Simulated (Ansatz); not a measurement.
# What InH (model cell, started as rocksalt type) distorts into, part 2 of 2

Aim: this structure of InH (model cell, started as rocksalt type) is to be tested for unstable modes, and one is followed downhill.

Ansatz 0.2.0; DFT PBE, scalar-relativistic, plane waves, PAW.

So far, highest frequency on the path or at a solved wavevector (cm⁻¹): step 2 (the dispersion) 106. Also lowest frequency on the path (cm⁻¹): step 2 -929.

The structure was built from a prototype and need not be the compound's stable phase.

## 6. Relaxing from the distorted cell

Starting from the lowest point found, all atoms and the cell are let go, so that strain and other modes of the same symmetry can join in.

Input file input.yaml:

```yaml
crystal:
  lattice:
    - [0.0, -2.5135637442, -2.5135637442]
    - [0.0, 2.5135637442, -2.5135637442]
    - [5.0271274884, 0.0, 0.0]
  atoms:
    - { symbol: In, position: [0.5, 0.5, 0.5000187226] }
    - { symbol: In, position: [0.0, 0.0, -1.87226e-05] }
    - { symbol: H, position: [0.5, 0.5, 0.1193524535] }
    - { symbol: H, position: [0.0, 0.0, 0.3806475465] }
kpoints:
  mp_grid: { grid: [12, 12, 8] }
hamiltonian:
  xc: pbe
scf:
  occupations: { method: methfessel_paxton, width: 0.2 }
output:
  forces: true
  stress: true
  eigenvalues: true
relax:
  adjacent_minimum: "off"
  f_tol: 0.002
  max_steps: 120
  cell: { stress_tol: 0.03 }
```

Run with:

```console
ansatz run input.yaml --threads 4 --pin off --max-ram 7168MiB --backend cpu --events-out ev --progress --plain --runs-dir out
```

Numbers of over 12 decimals in the logs are rounded to 6 here.

Output:

```text
[...]
Crystal: 4 atoms, lattice volume = 63.523 Å³
Basis set: ecut = 420 eV, 1245 PW (Γ), exchange–correlation on 48×48×72 points (8 copies of the dense FFT grid, shifted against one another)
Bands: 18, of which v1, the nominal top of the filled ones, is band 14 counted from 1 (13 counted from 0)
Symmetry: 16 space group operations
[...]
k-points: 140 of 1152
[...]
SCF iter   1: F=—  HF=-11225.830202 eV  |F-HF|=—  |Δ(HF+E_count)|=         —  Δρ=2.87e-3  dr2=1.06e-2  ethr=1.77e-3  ⟨swp⟩=6.3  Hψ=26763  notcnv=0
[...]
SCF iter   7: F=-11225.825764 eV  HF=-11225.825764 eV  |F-HF|=1.77e-8  |Δ(HF+E_count)|=   1.17e-7  S|Δr|=    0.00e0  Δρ=7.56e-6  dr2=3.27e-8  ethr=3.57e-10  ⟨swp⟩=7.1  Hψ=16258  notcnv=0
SCF 1 converged in 7 iterations: F = -11225.825764 eV  dr2 = 3.27e-8
[...]
relax step   1: F+E_penalty+E_count = -11225.82576434 eV  Δ(F+E_penalty+E_count) = +0.000e0 eV  max|allowed force component| = 8.015e-1 eV/Å  Δτ_max = 0.0000 Å  P = +1.774 GPa  Ω = 63.523 Å³  (7 SCF iters, dr2 threshold 1.00e-7 eV, accepted)
Crystal: 4 atoms, lattice volume = 64.151 Å³
Basis set: ecut = 420 eV, 1253 PW (Γ), exchange–correlation on 48×48×72 points (8 copies of the dense FFT grid, shifted against one another)
Bands: 22, of which v1, the nominal top of the filled ones, is band 14 counted from 1 (13 counted from 0)
[...]
SCF iter   6: F=-11225.887603 eV  HF=-11225.887603 eV  |F-HF|=1.16e-7  |Δ(HF+E_count)|=   1.97e-6  S|Δr|=    0.00e0  Δρ=2.02e-5  dr2=3.54e-7  ethr=1.43e-9  ⟨swp⟩=4.6  Hψ=15162  notcnv=0
SCF 2 converged in 6 iterations: F = -11225.887603 eV  dr2 = 3.54e-7
relax step   2: F+E_penalty+E_count = -11225.88760349 eV  Δ(F+E_penalty+E_count) = -6.184e-2 eV  max|allowed force component| = 5.831e-1 eV/Å  Δτ_max = 0.1941 Å  P = -0.613 GPa  Ω = 64.151 Å³  energy of the carried Pulay correction = -3.922e-4 eV  (6 SCF iters, dr2 threshold 4.00e-7 eV, accepted)
Crystal: 4 atoms, lattice volume = 64.128 Å³
[...]
SCF iter   6: F=-11225.933278 eV  HF=-11225.933278 eV  |F-HF|=1.91e-8  |Δ(HF+E_count)|=   3.16e-7  S|Δr|=    0.00e0  Δρ=9.26e-6  dr2=5.66e-8  ethr=1.43e-9  ⟨swp⟩=5.6  Hψ=13124  notcnv=0
SCF 3 converged in 6 iterations: F = -11225.933278 eV  dr2 = 5.66e-8
relax step   3: F+E_penalty+E_count = -11225.93327840 eV  Δ(F+E_penalty+E_count) = -4.567e-2 eV  max|allowed force component| = 2.105e-2 eV/Å  Δτ_max = 0.0857 Å  P = +0.152 GPa  Ω = 64.128 Å³  energy of the carried Pulay correction = -3.776e-4 eV  (6 SCF iters, dr2 threshold 4.00e-7 eV, accepted)
[... from here on, the SCF cycles and remarks between the steps are left out ...]
relax step   4: F+E_penalty+E_count = -11225.94987623 eV  Δ(F+E_penalty+E_count) = -1.660e-2 eV  max|allowed force component| = 2.424e-2 eV/Å  Δτ_max = 0.0150 Å  P = +0.551 GPa  Ω = 63.674 Å³  energy of the carried Pulay correction = -9.488e-5 eV  (5 SCF iters, dr2 threshold 4.00e-7 eV, accepted)
relax step   5: F+E_penalty+E_count = -11225.96233720 eV  Δ(F+E_penalty+E_count) = -1.246e-2 eV  max|allowed force component| = 3.022e-2 eV/Å  Δτ_max = 0.0142 Å  P = +0.360 GPa  Ω = 64.279 Å³  energy of the carried Pulay correction = -4.716e-4 eV  (5 SCF iters, dr2 threshold 4.00e-7 eV, accepted)
relax step   6: F+E_penalty+E_count = -11225.97628034 eV  Δ(F+E_penalty+E_count) = -1.394e-2 eV  max|allowed force component| = 6.614e-2 eV/Å  Δτ_max = 0.0396 Å  P = -0.077 GPa  Ω = 65.551 Å³  energy of the carried Pulay correction = -1.252e-3 eV  (6 SCF iters, dr2 threshold 4.00e-7 eV, accepted)
relax step   7: F+E_penalty+E_count = -11225.97879256 eV  Δ(F+E_penalty+E_count) = -2.512e-3 eV  max|allowed force component| = 3.770e-2 eV/Å  Δτ_max = 0.0107 Å  P = -0.019 GPa  Ω = 65.194 Å³  energy of the carried Pulay correction = -1.035e-3 eV  (5 SCF iters, dr2 threshold 3.03e-7 eV, accepted)
relax step   8: F+E_penalty+E_count = -11225.97963378 eV  Δ(F+E_penalty+E_count) = -8.412e-4 eV  max|allowed force component| = 7.328e-3 eV/Å  Δτ_max = 0.0141 Å  P = +0.052 GPa  Ω = 64.905 Å³  energy of the carried Pulay correction = -8.574e-4 eV  (5 SCF iters, dr2 threshold 8.88e-8 eV, accepted)
relax step   9: F+E_penalty+E_count = -11225.97963385 eV  Δ(F+E_penalty+E_count) = -7.454e-8 eV  max|allowed force component| = 1.251e-3 eV/Å  Δτ_max = 0.0012 Å  P = +0.015 GPa  Ω = 64.944 Å³  energy of the carried Pulay correction = -8.814e-4 eV  (5 SCF iters, dr2 threshold 8.07e-9 eV, accepted)
relax step  10: F+E_penalty+E_count = -11225.98164132 eV  Δ(F+E_penalty+E_count) = -2.007e-3 eV  max|allowed force component| = 1.673e-3 eV/Å  Δτ_max = 0.0000 Å  P = +0.025 GPa  Ω = 64.944 Å³  stress off target by 7.62e-2 GPa  SCF on the basis re-selected at this cell (its energy is not comparable with the rows above)  (6 SCF iters)
relax step  11: F+E_penalty+E_count = -11225.98161189 eV  Δ(F+E_penalty+E_count) = +2.943e-5 eV  max|allowed force component| = 2.673e-3 eV/Å  Δτ_max = 0.0019 Å  P = -0.001 GPa  Ω = 65.016 Å³  energy of the carried Pulay correction = -4.878e-5 eV  (5 SCF iters, dr2 threshold 1.45e-8 eV, accepted)
relax step  12: F+E_penalty+E_count = -11225.98162125 eV  Δ(F+E_penalty+E_count) = -9.357e-6 eV  max|allowed force component| = 5.483e-5 eV/Å  Δτ_max = 0.0006 Å  P = -0.000 GPa  Ω = 65.005 Å³  energy of the carried Pulay correction = -4.214e-5 eV  (5 SCF iters, dr2 threshold 4.46e-10 eV, accepted)
[...]
SCF iter   4: F=-11225.981667 eV  HF=-11225.981667 eV  |F-HF|=5.46e-12  |Δ(HF+E_count)|=  6.17e-10  S|Δr|=    0.00e0  Δρ=1.51e-7  dr2=1.15e-11  ethr=1.00e-12  ⟨swp⟩=4.6  Hψ=15211  notcnv=0
SCF 13 converged in 4 iterations: F = -11225.981667 eV  dr2 = 1.15e-11
relax step  13: F+E_penalty+E_count = -11225.98166668 eV  Δ(F+E_penalty+E_count) = -4.543e-5 eV  max|allowed force component| = 3.914e-5 eV/Å  Δτ_max = 0.0000 Å  P = -0.000 GPa  Ω = 65.005 Å³  stress off target by 1.20e-3 GPa  SCF on the basis re-selected at this cell (its energy is not comparable with the rows above)  (4 SCF iters)
[...]
SCF converged after 4 iterations
[...]
Free energy (F): -11225.981667 eV
[...]
Internal energy: -11225.981620 eV  (E = F + TS)
E sigma→0 (E₀):  -11225.981655 eV
Entropy (-TS):   -0.000047 eV (-0.012 meV/atom)
Fermi energy:    7.992715 eV
[...]
--- Forces (eV/Å), atoms counted from 1 ---
  atom   1  In     0.00003914    -0.00000000     0.00000000
  atom   2  In    -0.00003914    -0.00000000     0.00000000
  atom   3  H      0.00003874     0.00000000     0.00000000
  atom   4  H     -0.00003874     0.00000000     0.00000000
  max |Σ_I F_I| component: 3.47e-18 eV/Å
--- Stress (GPa, compression-positive) ---
        0.001197       0.000000       0.000000
        0.000000      -0.000981      -0.000000
        0.000000       0.000000      -0.000981
  P = ⅓ Tr σ = -0.0003 GPa (-0.003 kbar)
--- Band table (eV; the first three rows and the last of 140) ---
  k-point 0: bands = [... 10 lower, -1.5692, 3.6617, 4.3560, 8.0575, 12.0381, 12.0381, 15.0597, 15.5681, ... 4 higher]
  k-point 1: bands = [... 10 lower, -1.5006, 2.7563, 5.3977, 8.0829, 12.1325, 12.1325, 14.5358, 15.6265, ... 4 higher]
  k-point 2: bands = [... 10 lower, -1.3027, 1.7508, 6.7424, 8.2295, 12.4126, 12.4126, 13.6015, 15.1174, ... 4 higher]
  k-point 139: bands = [... 10 lower, 4.2110, 4.2110, 6.9868, 6.9868, 7.8505, 7.8505, 7.8757, 7.8757, ... 4 higher]
--- Relaxed structure (11 steps of the walk, 11 accepted, 2 SCFs on fresh bases) ---
  F+E_penalty+E_count = -11225.98166668 eV   max|allowed force component| = 3.914e-5 eV/Å   (the final SCF, on the basis selected at the relaxed cell)
  cell:  # Å, volume = 65.0045 Å³
    - [0, -2.433521, -2.433521]
    - [0, 2.433521, -2.433521]
    - [5.488369, 0, 0.0]
  atoms:
    - { symbol: In, position: [0.5, 0.5, 0.509838] }
    - { symbol: In, position: [0, 0, -0.00983766] }
    - { symbol: H, position: [0.5, 0.5, 0.135314] }
    - { symbol: H, position: [0, 0, 0.364686] }
```

Elapsed: 27 s, on 4 threads of Arm Neoverse V2, shared host; peak memory 0.48 GiB.

The steps of the relaxation:

```csv
step,energy less that of the first step (eV),largest force component (eV/Å),pressure (GPa),volume (Å³)
1,0.0000,0.8015,1.77,63.52
2,-0.0618,0.5831,-0.61,64.15
3,-0.1075,0.0211,0.15,64.13
4,-0.1241,0.0242,0.55,63.67
5,-0.1366,0.0302,0.36,64.28
6,-0.1505,0.0661,-0.08,65.55
7,-0.1530,0.0377,-0.02,65.19
8,-0.1539,0.0073,0.05,64.90
9,-0.1539,0.0013,0.02,64.94
10*,-0.1559,0.0017,0.02,64.94
11,-0.1558,0.0027,0.00,65.02
12,-0.1559,0.0001,0.00,65.00
13*,-0.1559,0.0000,0.00,65.00
```

Relaxation steps marked * repeat the geometry before them on a plane-wave basis chosen anew for their cell, so energy and pressure can jump there.

The run keeps the 16 symmetry operations that it works with, so distortions that break them were not tested.

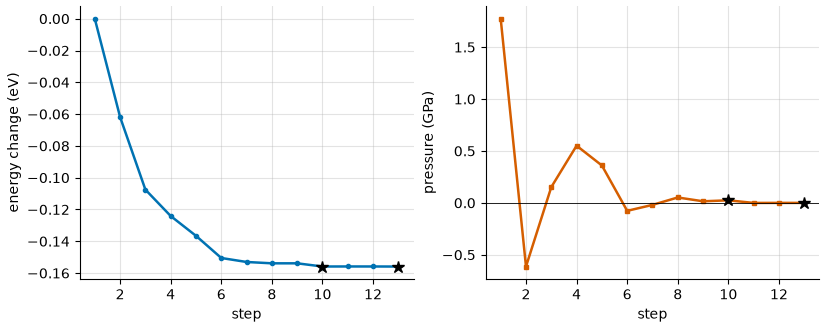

Energy and pressure along the relaxation. Stars mark steps on a basis chosen anew.

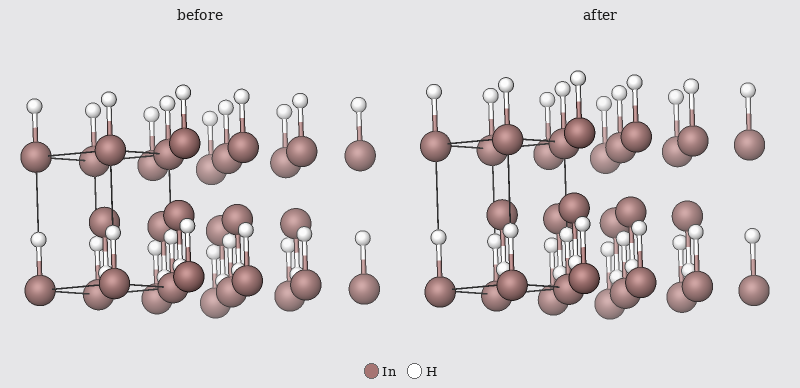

Before and after, at one scale.

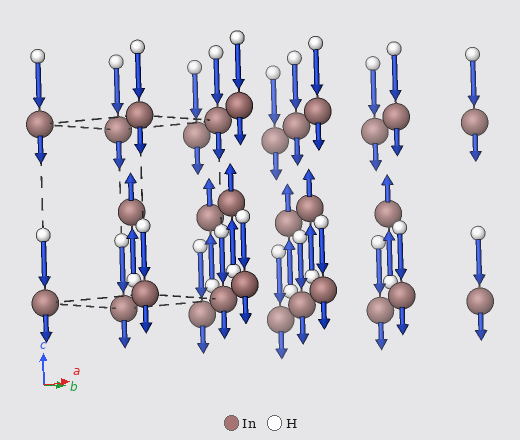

Displacements in the relaxation, exaggerated, measured against the changing cell; the longest in the cell stands for 0.09 Å. 2×3×1 cells are drawn. Some periodic images of atoms are drawn too.

```csv
"conventional cell, symmetrised",before,after,change
a (Å),3.555,3.442,-3.2 %
b (Å),3.555,3.442,-3.2 %
c (Å),5.027,5.488,+9.2 %
volume (Å³/atom),15.88,16.25,+2.3 %
```

The atoms that moved most (Å, as changes of fractional coordinates times the final cell):

```csv
atom,dx,dy,dz,length
H4,-0.088,0.000,0.000,0.088
H3,0.088,0.000,0.000,0.088
In1,0.054,0.000,0.000,0.054
In2,-0.054,0.000,0.000,0.054
```

Final coordinates:

```xyz
4
Lattice="0.0000 -2.4335 -2.4335 0.0000 2.4335 -2.4335 5.4884 0.0000 0.0000" Properties=species:S:1:pos:R:3 pbc="T T T"
In    2.7982    0.0000   -2.4335
In   -0.0540    0.0000    0.0000
H     0.7427    0.0000   -2.4335
H     2.0015    0.0000    0.0000
```

This step gave:

```yaml
pressure: -2.55e-4 GPa
volume_per_atom: 16.25 Å³
```

The distorted start has space group P4/nmm; the relaxation ends in P4/nmm.

## 7. The new phase in its own primitive cell

The relaxed structure is symmetrised, reduced to its primitive cell and relaxed tightly, as its phonons need.

input.yaml, the sections that differ from step 6:

```yaml
crystal:
  lattice:
    - [3.441518446, 0.0, 0.0]
    - [0.0, 3.441518446, 0.0]
    - [0.0, 0.0, 5.4883691254]
  atoms:
    - { symbol: In, position: [0.0, 0.5, 0.2598376564] }
    - { symbol: In, position: [0.5, 0.0, 0.7401623436] }
    - { symbol: H, position: [0.0, 0.5, 0.8853144128] }
    - { symbol: H, position: [0.5, 0.0, 0.1146855872] }
relax:
  adjacent_minimum: "off"
  f_tol: 0.001
  max_steps: 60
  cell: { stress_tol: 0.01 }
# kpoints, hamiltonian, scf, output: as in step 6
```

Output:

```text
[...]
Crystal: 4 atoms, lattice volume = 65.005 Å³
Basis set: ecut = 420 eV, 1271 PW (Γ), exchange–correlation on 48×48×80 points (8 copies of the dense FFT grid, shifted against one another)
Bands: 18, of which v1, the nominal top of the filled ones, is band 14 counted from 1 (13 counted from 0)
Symmetry: 16 space group operations
[...]
k-points: 140 of 1152
[...]
--- Relaxed structure (1 steps of the walk, 1 accepted, 1 SCFs on fresh bases) ---
[...]
cell:  # Å, volume = 65.0045 Å³
    - [3.441518446, 0.0, 0.0]
    - [0.0, 3.441518446, 0.0]
    - [0.0, 0.0, 5.4883691254]
  atoms:
    - { symbol: In, position: [0.0, 0.500000, 0.2598376564] }
    - { symbol: In, position: [0.500000, 0.0, 0.740162] }
    - { symbol: H, position: [0.0, 0.500000, 0.885314] }
    - { symbol: H, position: [0.500000, 0.0, 0.114686] }
[key lines of the parts left out:]
SCF converged after 8 iterations
Free energy (F): -11225.981667 eV
Fermi energy:    7.992714 eV
P = ⅓ Tr σ = -0.0003 GPa (-0.003 kbar)
```

Run time: 5.3 s. Hardware: 4 threads; peak memory 0.47 GiB.

Little changed from the start: no atom moved by 0.005 Å and no cell edge by 0.1 %.

This step gave:

```yaml
pressure: -2.52e-4 GPa
```

The largest force component left is 0.039 meV/Å and the pressure is 0.000 GPa, within the tolerances set. The cell now holds 16.25 Å³/atom.

## 8. Modes of the new phase, k-mesh 12×12×8

A relaxed structure may still be a saddle point, so its zone-centre modes are computed. No field response is asked, since the mesh shows no gap.

Changes to input.yaml since step 7:

```diff
@@ -17,9 +17,4 @@
 output:
-  forces: true
-  stress: true
   eigenvalues: true
-relax:
-  adjacent_minimum: "off"
-  f_tol: 0.001
-  max_steps: 60
-  cell: { stress_tol: 0.01 }
+phonons:
+  method: dfpt
```

Output:

```text
zone centre: on kpoints.mp_grid the ground state, and the responses unless they are solved on pairs of k-points, stand on 245 of the mesh's 1152 k-points, reduced under 4 symmetry operations, with k and −k counted as one. Each operation leaves every solved displacement unchanged or reverses it
[...]
Crystal: 4 atoms, lattice volume = 65.005 Å³
Basis set: ecut = 420 eV, 1271 PW (Γ), exchange–correlation on 48×48×80 points (8 copies of the dense FFT grid, shifted against one another)
Bands: 18, of which v1, the nominal top of the filled ones, is band 14 counted from 1 (13 counted from 0)
Symmetry: 16 space group operations
k-points: 245 of 1152 (irreducible under 4 space group operations, time reversal used)
[...]
SCF iter   1: F=—  HF=-11225.984685 eV  |F-HF|=—  |Δ(HF+E_count)|=         —  Δρ=2.96e-3  dr2=6.64e-3  ethr=1.77e-3  ⟨swp⟩=6.3  Hψ=46746  notcnv=0  defer=2
[...]
SCF iter  10: F=-11225.981667 eV  HF=-11225.981667 eV  |F-HF|=7.28e-12  |Δ(HF+E_count)|=  8.00e-11  S|Δr|=    0.00e0  Δρ=7.09e-8  dr2=3.71e-12  ethr=1.00e-12  ⟨swp⟩=8.9  Hψ=31483  notcnv=0
SCF 1 converged in 10 iterations: F = -11225.981667 eV  dr2 = 3.71e-12
[...]
DFPT response loops at Γ: preconditioner auto → Kerker (q_TF=auto, 2.371 Å⁻¹) (partly filled bands, converged f_vac=0.000); β = 1.00, the filter's whole step (`scf.mixing.beta` (0.50) is not read by the response loops under this deck's `scf.mixing.preconditioner`; to damp them name `kerker` or `kerker_dos`, under which they read `scf.mixing.beta`, and type it under 1.00, their step now; both keys bind the ground state too); Broyden in place of MSR1
SCF converged after 10 iterations
[...]
Free energy (F): -11225.981667 eV
[...]
Internal energy: -11225.981620 eV  (E = F + TS)
E sigma→0 (E₀):  -11225.981655 eV
Entropy (-TS):   -0.000047 eV (-0.012 meV/atom)
Fermi energy:    7.992714 eV
[...]
--- Band table (eV; the first three rows and the last of 245) ---
  k-point 0: bands = [... 10 lower, -1.5692, 3.6617, 4.3560, 8.0575, 12.0381, 12.0381, 15.0597, 15.5681, ... 4 higher]
  k-point 1: bands = [... 10 lower, -1.5006, 2.7563, 5.3977, 8.0829, 12.1325, 12.1325, 14.5358, 15.6265, ... 4 higher]
  k-point 2: bands = [... 10 lower, -1.3027, 1.7508, 6.7424, 8.2295, 12.4126, 12.4126, 13.6015, 15.1174, ... 4 higher]
  k-point 244: bands = [... 10 lower, 4.2110, 4.2110, 6.9868, 6.9868, 7.8505, 7.8505, 7.8757, 7.8757, ... 4 higher]
--- Phonons (Γ-DFPT): 4 representative perturbations + reference, on 245 of 1152 k-points (Σ response iterations 13) ---
  k mesh reduced under 4 symmetry operations, with k and −k counted as one. Each operation leaves every solved displacement unchanged or reverses it
  ASR residual: 3.010e-5 → 0.000e0 eV/Å²; symmetrization residual: 1.743e-6 eV/Å²
  ASR residual per site (eV/Å²): 1.78e-5 1.78e-5 3.01e-5 3.01e-5
  Γ frequencies (cm⁻¹): -345.84 -345.84 -17.39 -17.39 0.00 0.00 0.00 111.65 485.08 485.08 551.71 789.60
  non-analytic LO–TO correction: not included (Born effective charges unavailable; polar crystals: no LO–TO splitting at Γ)
```

Wall time 29 s (4 threads); peak memory 1.2 GiB; 1.8 min of CPU time.

This step gave:

| Item | Value |
| --- | --- |
| sum-rule residual before enforcement | 3.01e-5 eV/Å² |
| point group | 4/mmm |
| highest optical mode at the zone centre (no LO-TO term) | 789.6 cm⁻¹ |
| lowest optical zone-centre mode | -345.8 cm⁻¹ |

Patterns of degenerate modes are one choice out of their space. Modes at Γ, with each element's share of the kinetic energy (negative means imaginary):

```csv
mode,frequency (cm⁻¹),symmetry,In %,H %
1,-345.8,Eu,1,99
2,-345.8,Eu,1,99
3,-17.4,Eg,100,0
4,-17.4,Eg,100,0
5,0.0,acoustic,99,1
6,0.0,acoustic,99,1
7,0.0,acoustic,99,1
8,111.7,A1g,100,0
9,485.1,Eg,0,100
10,485.1,Eg,0,100
11,551.7,A2u,1,99
12,789.6,A1g,0,100
```

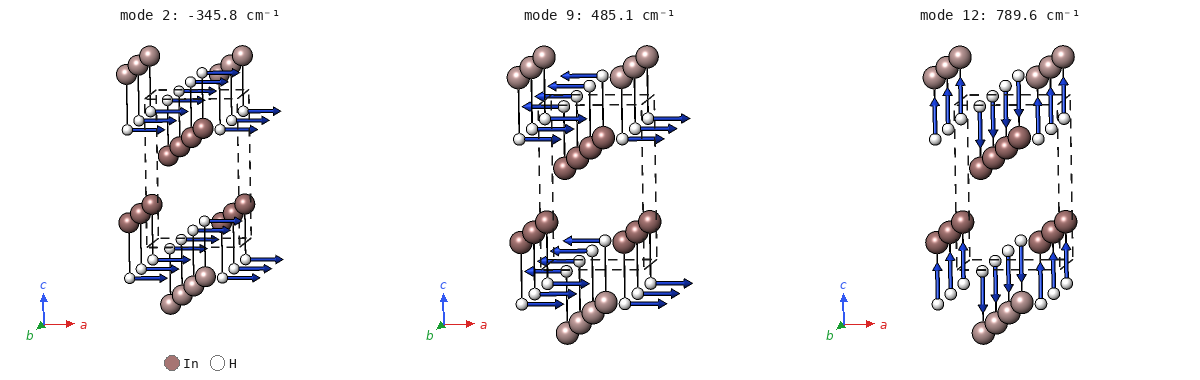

Displacement patterns of modes 2, 9 and 12 at Γ; arrows are exaggerated. 1×3×1 cells are drawn. Some periodic images of atoms are drawn too.

Before it was imposed, the acoustic sum rule was missed by 3.0e-5 eV/Å². Small misses are needed for a sound result but don't prove that mesh and cutoff are converged. The lowest optical mode is imaginary, 345.8i cm⁻¹, so the energy falls along it.

## 9. Summary of results

| Quantity | Value |
| --- | --- |
| unstable mode of the parent | q = (0, -0.5, -0.5), 929i cm⁻¹ |
| depth at the lowest point sampled | 87.2 meV/atom |
| largest atomic shift at that point | 0.6 Å |
| space group reached (within 0.01 Å) | P4/nmm |
| energy gained over the parent (first relaxation, on the mesh of the frozen mode) | 126 meV/atom |
| volume per atom, phase reached | 16.3 Å³ |
| lowest optical zone-centre mode, phase reached | -346 cm⁻¹ |
| highest optical mode at the zone centre (no LO-TO term), phase reached | 790 cm⁻¹ |

Along this mode the structure falls into P4/nmm, 126 meV/atom below the parent. At the parent's cell the well is 87.18 meV/atom deep on the steps tried, with its lowest point at a shift of 0.6 Å. That is the last step tried, so the steps alone don't bracket the bottom of the well. Relaxing atoms and cell changes the gain by +39.16 meV/atom against the lowest step (energies at zero smearing). The new phase still has an imaginary mode at the zone centre of its cell, so it is a saddle point on the way to a lower structure. Of the 2 patterns followed to their end from this parent, this one reaches the lowest energy. Each path keeps the symmetry of its pattern, so a lower phase may lie along a pattern not tried. With no gap, or one that is small against the smearing, the frequencies hang on the k mesh and the smearing, most of all near Kohn anomalies. The starting cell was built on a prototype and not taken from a measurement, so the phase need not exist.

[Logs are printed without paths, hosts, clocks, repeated set-up lines and the standing remarks that a program may print on its own settings, such as how far it seeks lower states.]

[Hosts, paths, dates, database ids (printed as entryN), source tags and the programs' standing remarks are cut or masked in the printed files.]
